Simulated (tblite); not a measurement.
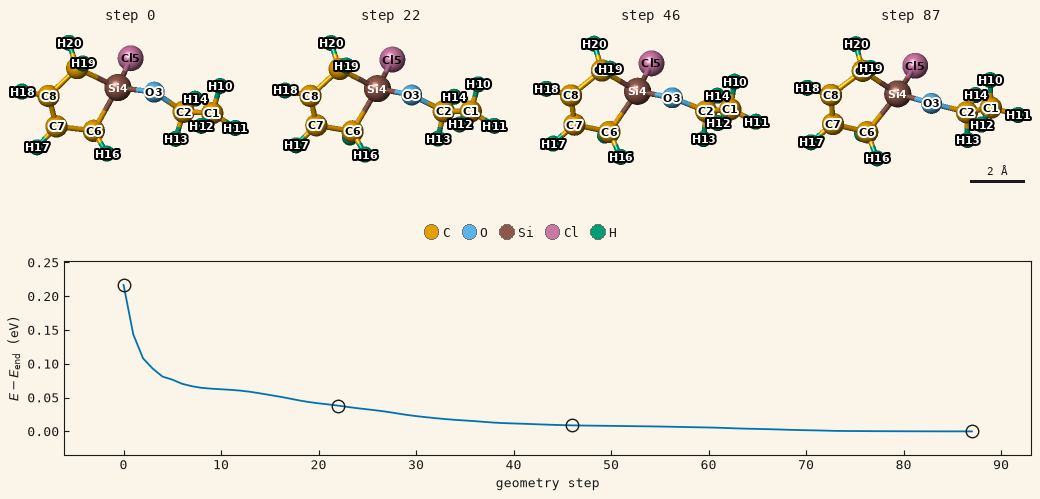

Frames of a relaxation of C$_{6}$H$_{11}$ClOSi, marked on the history of the run. The picture is a ball-and-stick view, seen at a tilt.

Level of theory: tblite, GFN2-xTB geometry optimisation, gas phase. 

### What happens along the run?

The largest moves after the best rigid fit, 0.54 Å, are those of H atoms. Largest moves by element: H 0.54 Å, O 0.46 Å, Cl 0.34 Å, C 0.31 Å, Si 0.27 Å. Some distances before and after: O–Si 1.677 → 1.619 Å, C–C 1.353 → 1.322 Å, C–C 1.536 → 1.519 Å, C–Si 1.913 → 1.898 Å. Among the angles between lasting bonds that change: C–O–Si 118.4° → 130.0°, O–Si–C 114.6° → 108.3°, Cl–Si–C 111.3° → 115.7°. Groups turn about O–Si by about 30°, C–O by about 20°. After 87 geometry steps the energy has fallen by 0.217 eV. The run took 0.63 s on 1 thread of AMD EPYC 9B45 (shared host). From step 0 to 22: an H atom moves most (0.18 Å), energy −0.179 eV. From step 22 to 46: an H atom moves most (0.25 Å), energy −0.029 eV. From step 46 to 87: an H atom moves most (0.27 Å), energy −0.009 eV.

| step | E − E(0), eV |
| --- | --- |
| 0 | 0.0000 |
| 1 | -0.0734 |
| 2 | -0.1088 |
| 3 | -0.1241 |
| 4 | -0.1359 |
| 5 | -0.1403 |
| 6 | -0.1465 |
| 7 | -0.1500 |
| 8 | -0.1525 |
| 9 | -0.1537 |
| 10 | -0.1546 |
| 14 | -0.1606 |
| 18 | -0.1711 |
| 22 | -0.1788 |
| 26 | -0.1860 |
| 30 | -0.1943 |
| 34 | -0.1998 |
| 38 | -0.2039 |
| 42 | -0.2062 |
| 46 | -0.2080 |
| 51 | -0.2089 |
| 55 | -0.2097 |
| 59 | -0.2109 |
| 63 | -0.2125 |
| 67 | -0.2140 |
| 71 | -0.2155 |
| 75 | -0.2164 |
| 79 | -0.2167 |
| 83 | -0.2169 |
| 87 | -0.2169 |
